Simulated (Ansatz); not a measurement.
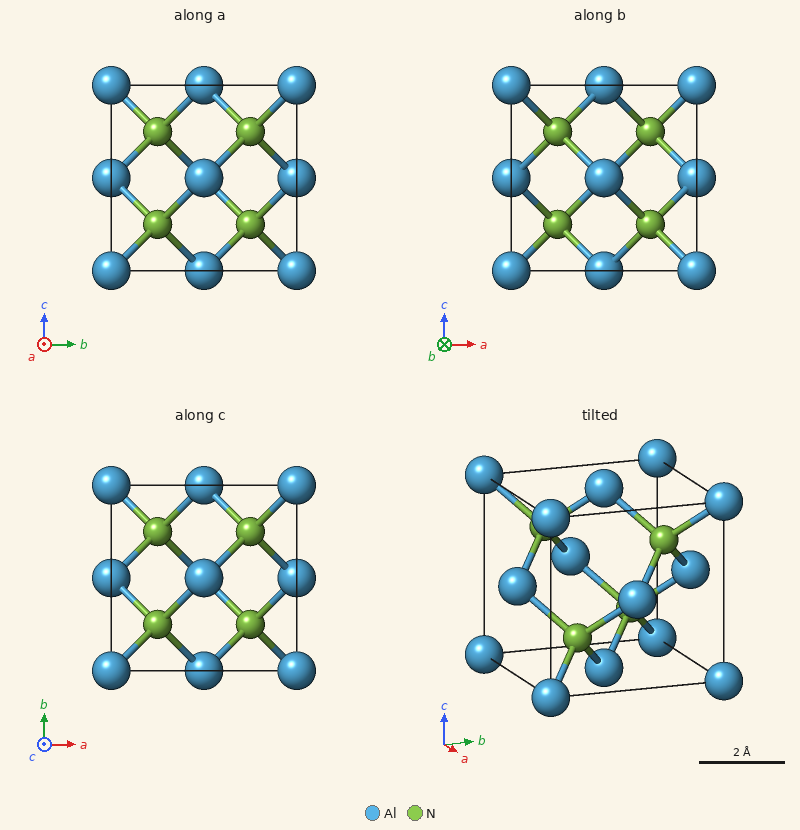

Structure drawing (ball-and-stick), viewed along the a axis, along the b axis, along the c axis and slightly off an axis. Lines trace the edges of the conventional unit cell.

Lattice parameters: a = 4.3648 Å, b = 4.3648 Å, c = 4.3648 Å, α = 90.000°, β = 90.000°, γ = 90.000°.

**Put the structure into a CIF with its space group and independent sites.**

```cif
data_structure
_symmetry_space_group_name_H-M 'F -4 3 m'
_symmetry_Int_Tables_number 216
_cell_length_a 4.3648
_cell_length_b 4.3648
_cell_length_c 4.3648
_cell_angle_alpha 90.000
_cell_angle_beta 90.000
_cell_angle_gamma 90.000
_cell_volume 83.16
loop_
_atom_site_label
_atom_site_type_symbol
_atom_site_symmetry_multiplicity
_atom_site_Wyckoff_symbol
_atom_site_fract_x
_atom_site_fract_y
_atom_site_fract_z
_atom_site_occupancy
Al1 Al 4 a 0.0000 0.0000 0.0000 1
N1 N 4 d 0.2500 0.2500 0.7500 1
```

The structure was taken from a structure type filled with these elements by a generator (whether the compound takes this form wasn't checked). The atoms were relaxed in a fixed cell with DFT PBE0, scalar-relativistic, plane waves, PAW in Ansatz 0.2.0.
